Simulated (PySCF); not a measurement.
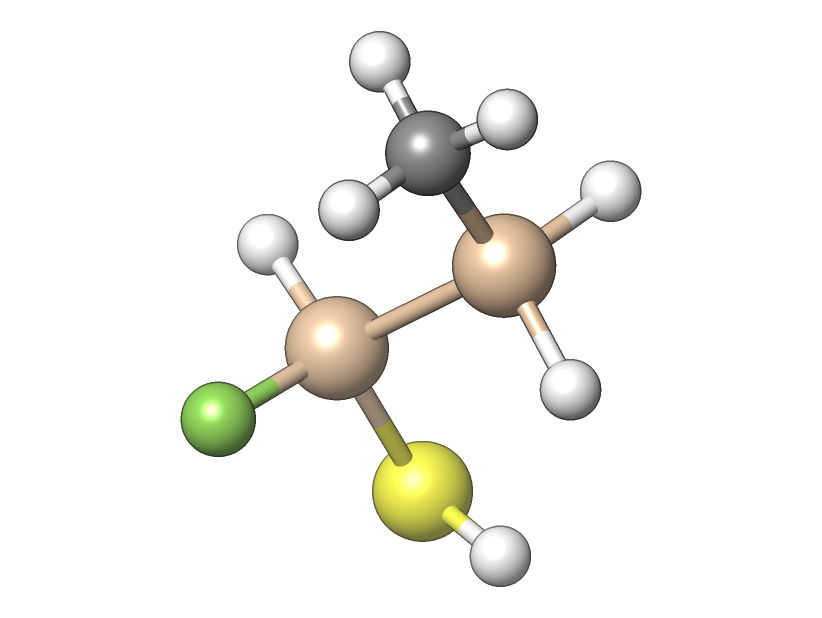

Colours: carbon grey, silicon light orange, fluorine green, sulfur yellow, hydrogen white.

Computed geometry: PBE0-D3(BJ)/def2-SVP optimisation. No frequency run is at hand to confirm it as a minimum.

> Which formula does it have?

CH7FSSi2, 12 atoms: 1 carbon, 7 hydrogen, 1 fluorine, 1 sulfur and 2 silicon.

> Describe its rings.

It has no ring.

> How many bonds of each kind are drawn?

3 C–H, 3 Si–H, 1 C–Si, 1 Si–Si, 1 F–Si, 1 S–Si, 1 S–H.

More results for the same structure follow; atom numbers are the same in all pictures, views and colours differ.

Shape

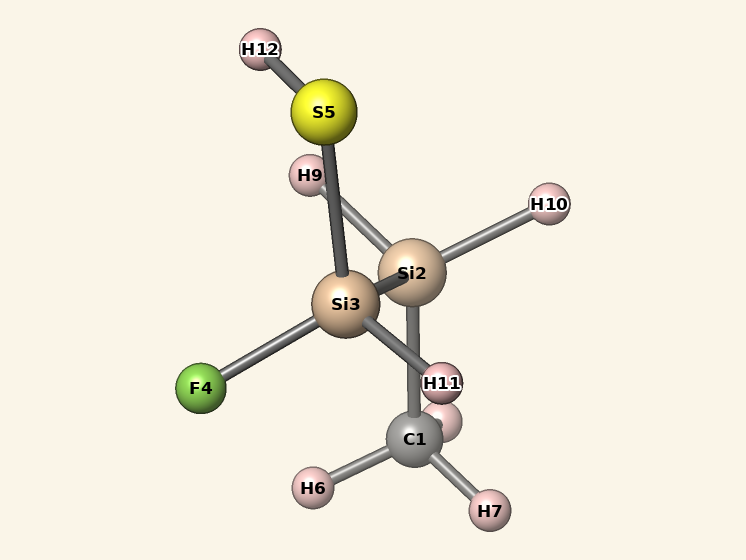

Si2 lies behind Si3. The molecule seen a little off the Si3–Si2 bond, Si3 in front. Depth is shown by fading: the farther an atom, the more it takes the colour of the background. No frequency run is at hand to confirm it as a minimum.

> What is the torsion angle S5–Si3–Si2–C1? The sign is positive where the front bond must turn clockwise to cover the back bond.

−174°, antiperiplanar (anti). The bonds about Si3–Si2 are staggered.

Electronic properties

No frequency run is at hand to confirm it as a minimum. Level of theory: PBE0/6-31G*, gas phase (PySCF 2.14.0). Excitations: vertical, linear response.

What does the calculation give?

- dipole moment: 2.37 D
- HOMO energy (Kohn–Sham orbital): −7.59 eV
- LUMO energy (Kohn–Sham orbital): 0.03 eV
- HOMO–LUMO gap: 7.62 eV
- mean static polarisability: 74.0 bohr³
- lowest vertical singlet excitation: 6.44 eV
- its oscillator strength: 0.006
- brightest of the 10 lowest singlets: 8.40 eV
- its oscillator strength: 0.38

Charges

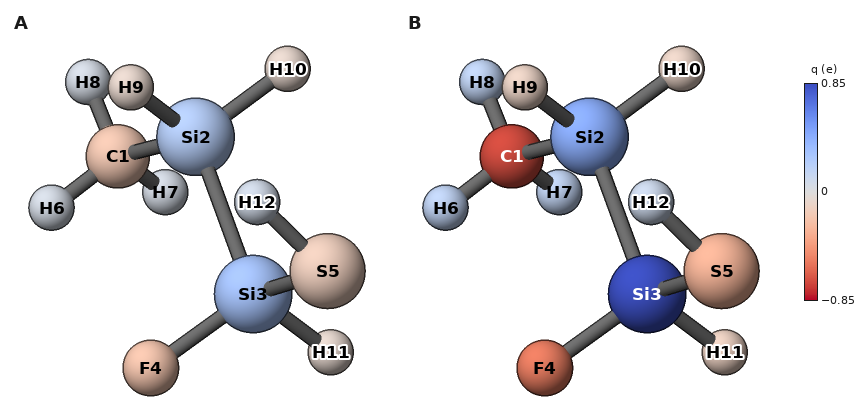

Atomic charges of one calculation by 2 schemes, on one colour scale. No frequency run is at hand to confirm it as a minimum. Method: PBE0/6-31G* (PySCF 2.14.0).

> The schemes are Hirshfeld, IAO. Which panel shows which?

A Hirshfeld, B IAO.

List the charges (e), one line for each set of equivalent atoms.

```json
{"atom": "C1", "Hirshfeld": "−0.18", "IAO": "−0.69"}
{"atom": "Si2", "Hirshfeld": "0.22", "IAO": "0.42"}
{"atom": "Si3", "Hirshfeld": "0.29", "IAO": "0.83"}
{"atom": "F4", "Hirshfeld": "−0.20", "IAO": "−0.53"}
{"atom": "S5", "Hirshfeld": "−0.13", "IAO": "−0.29"}
{"atom": "H6", "Hirshfeld": "0.05", "IAO": "0.16"}
{"atom": "H7", "Hirshfeld": "0.05", "IAO": "0.16"}
{"atom": "H8", "Hirshfeld": "0.05", "IAO": "0.16"}
{"atom": "H9", "Hirshfeld": "−0.07", "IAO": "−0.10"}
{"atom": "H10", "Hirshfeld": "−0.07", "IAO": "−0.10"}
{"atom": "H11", "Hirshfeld": "−0.06", "IAO": "−0.12"}
{"atom": "H12", "Hirshfeld": "0.07", "IAO": "0.10"}
```

NMR shielding

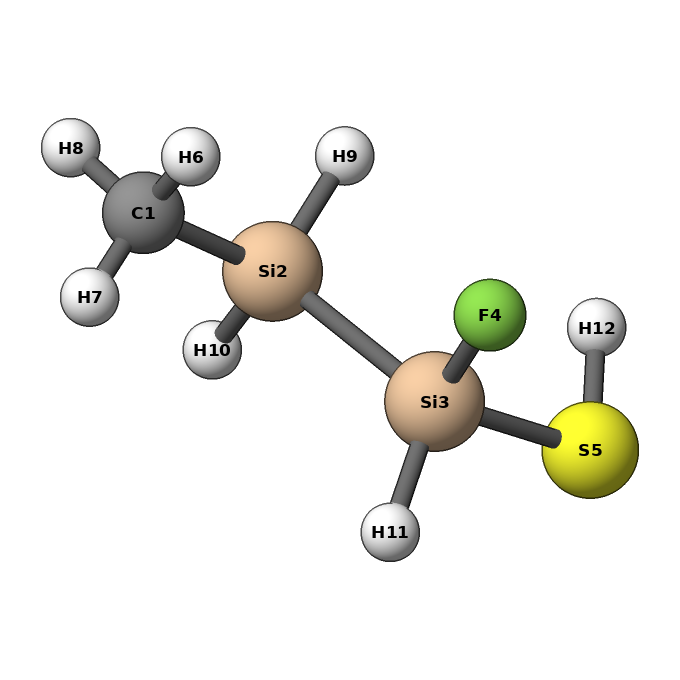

No frequency run is at hand to confirm it as a minimum. Method: GIAO ωB97X-D/pcSseg-2 NMR shielding, non-relativistic, gas phase (PySCF 2.14.0). Principal shieldings σ11 ≤ σ22 ≤ σ33, span Ω = σ33 − σ11, skew κ = 3(σiso − σ22)/Ω.

Give the shielding tensors of the S atoms.

```json
{"atom": "S5", "σ11": "519.5", "σ22": "648.5", "σ33": "750.9", "σiso": "639.6", "Ω": "231.4", "κ": "−0.12"}
```

Shieldings and span in ppm.
